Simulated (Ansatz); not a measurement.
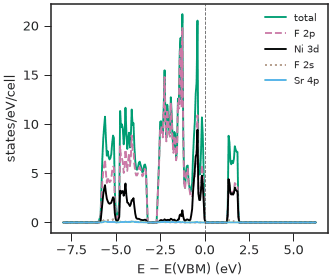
*Total and projected density of states of SrNiF$_{6}$ in space group R-3m (No. 166; Sr on 3b, Ni on 3a, F on 18h), LDA in the plane-wave PAW code Ansatz*

Question: Which orbitals carry the states next to the gap?

Answer: Top 1 eV of the valence band: F 2p 59 %, Ni 3d 40 %. Bottom 1 eV of the conduction band: F 2p 50 %, Ni 3d 47 %. Projections are on Löwdin-orthogonalised atomic valence shells; empty p or d shells of many metals are not among them.

Question: Where is the tallest occupied peak in this window, and what makes it?

Answer: Near -1.2 eV, about 21 states/eV per cell; the largest projected share is F 2p.

The first step of the workflow began from a Materials Project structure, measured or hypothetical; the Crystallography Open Database files this formula in space group No. 166, but the cells were not matched. Whether it is the stable phase at ambient conditions was not checked. Symmetry was held in the LDA relaxation. At this level the phase is dynamically unstable (imaginary phonons). The run is not spin-polarised. No Hubbard U is applied. Spin–orbit coupling is left out wherever it is not named.

Potentials: the later of the program's two PAW sets.
